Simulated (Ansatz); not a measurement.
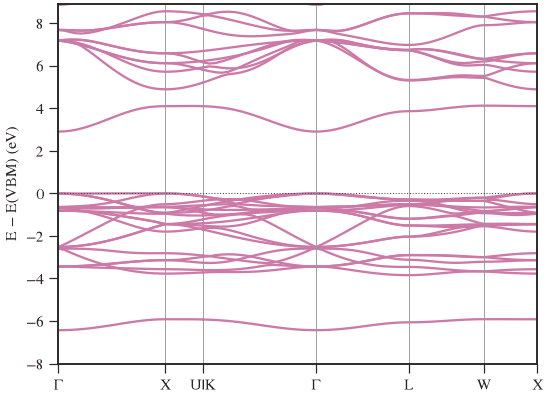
Fig. 1. Band structure from DFT-r²SCAN+D4 in the program Ansatz with PAW potentials

Q: Read off the gap and where the band edges lie.

A: About 2.9 eV (2.90 eV by a search for the band edges); maximum at X, minimum at Γ.

The material is Tl2SnCl6 in space group Fm-3m (No. 225; Tl on 8c, Sn on 4a, Cl on 24e).

The workflow started from a Materials Project entry (that database holds measured and hypothetical structures alike); the Crystallography Open Database files this formula in space group No. 225, but the cells were not matched. Whether it is the stable phase at ambient conditions was not checked. The cell was relaxed with r²SCAN+D4 under the symmetry of its start; its stability against distortions is not shown here. Scalar-relativistic: spin–orbit coupling is off unless named, which matters more the heavier the elements.

Potentials: the later of the program's two PAW sets.
